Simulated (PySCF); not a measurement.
# One shape, several levels: S2O (Disulfur monoxide)

We compute a comparison of 4 runs (SVWN5/STO-3G, UPBE0/STO-3G, r2SCAN/STO-3G, QCISD(T)/STO-3G) of S2O (Disulfur monoxide). Input form: a Python script.

The results are computed with PySCF 2.14.0.

5 further runs of the same task are left out: 3 that didn't finish, 2 set aside as unsound or not needed.

## 1. The molecule

S2O: 3 atoms, total charge 0, spin state singlet. As SMILES, `O=S=S`. One bond was lengthened or shortened from a relaxed shape.

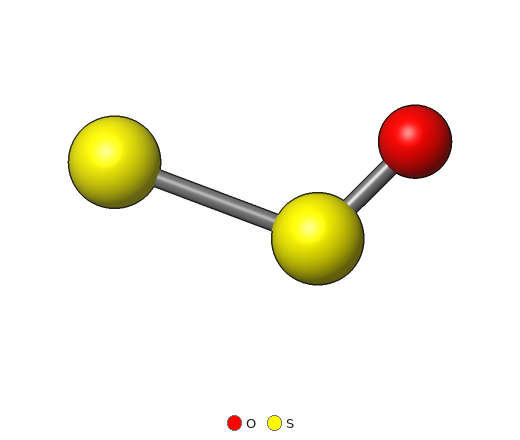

Viewed from a chosen angle; oxygen red, sulfur yellow.

## 2. The energy at SVWN5/STO-3G (run 1)

calc.py

```python
from pyscf import gto, dft

mol = gto.M(
    atom='''
O      0.741430     1.350440     0.643464
S      0.869530    -0.055540     0.319644
S     -0.990830    -0.985060    -0.642420
''',
    verbose=4,
    basis='sto-3g',
    max_memory=1860,
    charge=0,
)

mf = dft.RKS(mol)
mf.xc = 'svwn'
mf.grids.level = 5
mf.conv_tol = 1e-10
mf.kernel()
if not mf.converged:
    mf = mf.newton().run(mf.mo_coeff, mf.mo_occ)

etot = mf.e_tot
print('Final energy', etot)
```

On the command line:

```sh
$ OMP_NUM_THREADS=1 python calc.py
```

Log:

```text
PySCF version 2.14.0

[INPUT] num. atoms = 3
[INPUT] num. electrons = 40
[INPUT] charge = 0
[INPUT] spin (= nelec alpha-beta = 2S) = 0
[INPUT] symmetry False subgroup None
[INPUT] Mole.unit = angstrom
[INPUT] Symbol           X                Y                Z      unit          X                Y                Z       unit  Magmom
[INPUT]  1 O      0.741430000000   1.350440000000   0.643464000000 AA    1.401099640536   2.551961747658   1.215970731017 Bohr   0.0
[INPUT]  2 S      0.869530000000  -0.055540000000   0.319644000000 AA    1.643173557093  -0.104955388958   0.604039617360 Bohr   0.0
[INPUT]  3 S     -0.990830000000  -0.985060000000  -0.642420000000 AA   -1.872397336003  -1.861493616264  -1.213997856943 Bohr   0.0

[... 43 lines left out ...]
WARN: HOMO 0.118018098590311 == LUMO 0.118334764854006
[... 44 lines left out ...]
converged SCF energy = -858.271957838558
Final energy -858.2719578385577
```

Run time: 3.9 s. Hardware: 1 thread of Arm Neoverse V1, shared host; peak memory 0.14 GiB.

## 3. The energy at UPBE0/STO-3G (run 2)

run.py

```python
from pyscf import gto, dft

mol = gto.M(
    atom=[
    ('O', (0.741430, 1.350440, 0.643464)),
    ('S', (0.869530, -0.055540, 0.319644)),
    ('S', (-0.990830, -0.985060, -0.642420)),
],
    basis='sto-3g',
    verbose=3,
    charge=0,
    max_memory=1860,
)

calc0 = dft.UKS(mol)
calc0.xc = 'pbe0'
calc0.grids.level = 5
calc0.conv_tol = 1e-10
calc0.kernel()
if not calc0.converged:
    calc0 = calc0.newton().run(calc0.mo_coeff, calc0.mo_occ)
for _ in range(3):
    mo, _, stable, _ = calc0.stability(return_status=True)
    if stable:
        break
    calc0.kernel(calc0.make_rdm1(mo, calc0.mo_occ))

energy = calc0.e_tot
print('E = %.10f Eh' % energy)
```

On the command line:

```sh
$ OMP_NUM_THREADS=1 python run.py
```

Log:

```text
converged SCF energy = -861.252527927815  <S^2> = 5.7902128e-11  2S+1 = 1
<class 'pyscf.dft.uks.UKS'> wavefunction is stable in the internal stability analysis
E = -861.2525279278 Eh
```

It took 8.7 s on 1 thread of Arm Neoverse V1, shared host; peak memory 0.33 GiB.

Run 3 isn't shown in full; the table further down has it.

## 4. A single-point energy at QCISD(T)/STO-3G (run 4)

geometry.xyz

```xyz
3

O      0.741430     1.350440     0.643464
S      0.869530    -0.055540     0.319644
S     -0.990830    -0.985060    -0.642420
```

input.py

```python
from pyscf import gto, scf, cc

mol = gto.M(
    atom='geometry.xyz',
    basis='sto-3g',
    max_memory=1860,
    verbose=4,
)

mf = scf.RHF(mol)
mf.conv_tol = 1e-10
mf.kernel()
if not mf.converged:
    mf = mf.newton().run(mf.mo_coeff, mf.mo_occ)

mycc = cc.QCISD(mf, frozen=11)
mycc.kernel()
e_t = mycc.qcisd_t()
e_final = mycc.e_tot + e_t
print('Final energy', e_final)
```

On the command line:

```sh
$ OMP_NUM_THREADS=1 python input.py
```

Log:

```text
PySCF version 2.14.0

[INPUT] num. atoms = 3
[INPUT] num. electrons = 40
[INPUT] charge = 0
[INPUT] spin (= nelec alpha-beta = 2S) = 0
[INPUT] symmetry False subgroup None
[INPUT] Mole.unit = angstrom
[INPUT] Symbol           X                Y                Z      unit          X                Y                Z       unit  Magmom
[INPUT]  1 O      0.741430000000   1.350440000000   0.643464000000 AA    1.401099640536   2.551961747658   1.215970731017 Bohr   0.0
[INPUT]  2 S      0.869530000000  -0.055540000000   0.319644000000 AA    1.643173557093  -0.104955388958   0.604039617360 Bohr   0.0
[INPUT]  3 S     -0.990830000000  -0.985060000000  -0.642420000000 AA   -1.872397336003  -1.861493616264  -1.213997856943 Bohr   0.0

[... 58 lines left out ...]
converged SCF energy = -859.973625543247
[... 11 lines left out ...]
Init t2, MP2 energy = -860.106089312442  E_corr(MP2) -0.132463769195158
[... 26 lines left out ...]
QCISD converged
[... 2 lines left out ...]
Final energy -860.2530616872443
```

Wall time 0.93 s (1 thread of Arm Neoverse V1, shared host); peak memory 0.1 GiB.

## 5. Overview of the runs

```
run            level  follow instability  integration grid  energy (Eh)  dipole moment (D) of the reference  HOMO energy (eV)  LUMO energy (eV)  wall time
  1     SVWN5/STO-3G                   –                 5  -858.271958                                1.24             -0.93             -0.86      3.9 s
  2     UPBE0/STO-3G                 yes                 5  -861.252528                                1.27             -2.61             -0.38      8.7 s
  3    r2SCAN/STO-3G                   –                 5  -861.551165                                1.29             -1.31             -1.02      5.1 s
  4  QCISD(T)/STO-3G                   –                 –  -860.253062                                2.19             -5.08              3.03     0.93 s
```

## 6. What came out

| quantity | value |
| --- | --- |
| run 4: total energy | -860.25306 Eh |
| run 4: dipole moment (Hartree–Fock density) | 2.19 D |
| run 4: HOMO energy (Hartree–Fock orbitals) | -5.08 eV |
| run 4: LUMO energy (Hartree–Fock orbitals) | 3.03 eV |
| run 4: HOMO–LUMO gap (Hartree–Fock orbitals) | 8.11 eV |
| run 4: correlation energy (11 core orbitals frozen) | -279.4 mEh |
| run 4: (T) correction | -61.27 mEh |
| run 4: T1 diagnostic | 0.221 |

Over runs 1, 2, 3 the dipole moment (its size) runs from 1.24 D (SVWN5/STO-3G) to 1.29 D (r2SCAN/STO-3G). Over runs 1, 2, 3 the HOMO–LUMO gap runs from 0.07 eV (SVWN5/STO-3G) to 2.23 eV (UPBE0/STO-3G). Totals of different functionals can't be ranked against each other. In run 4 the T1 diagnostic is large, so a single reference may not serve. In runs 1, 2, 3, 4 the basis is minimal, so the values are rough. All runs together took 19 s, the longest 8.7 s.
